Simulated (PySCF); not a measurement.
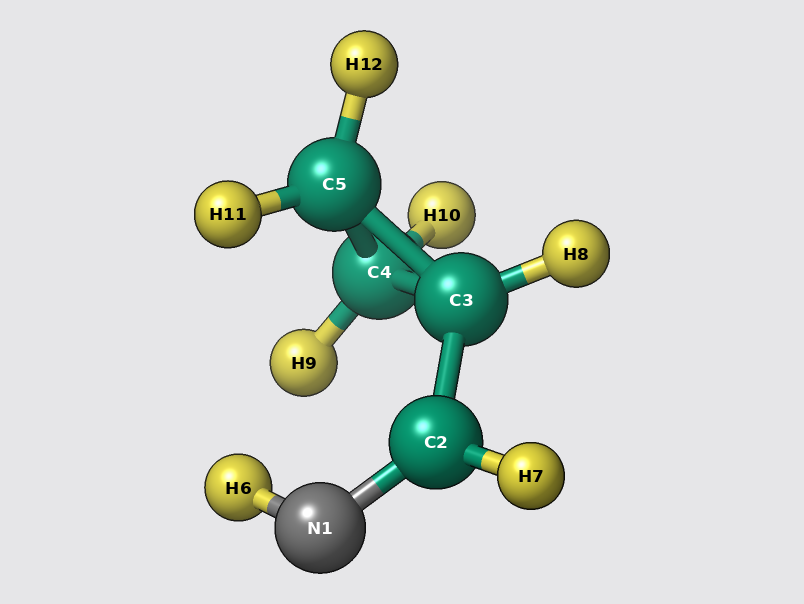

The computed structure is the end point of a PBE0-D3(BJ)/def2-SVP optimisation. No frequency run is at hand to confirm it as a minimum. Level of theory: B3LYP/pcJ-1 indirect spin-spin coupling, non-relativistic, gas phase (PySCF 2.14.0). Isotopes: 13C, 1H, 15N.

Give the spin–spin coupling constants of these pairs, with the number of bonds between them: N1/C2, N1/H6, N1/H7, N1/C3, N1/H8.

| pair | bonds apart | J (Hz) |
| --- | --- | --- |
| N1, C2 | 1 | −2.4 |
| N1, H6 | 1 | −45.5 |
| N1, H7 | 2 | −15.8 |
| N1, C3 | 2 | 2.4 |
| N1, H8 | 3 | −0.8 |
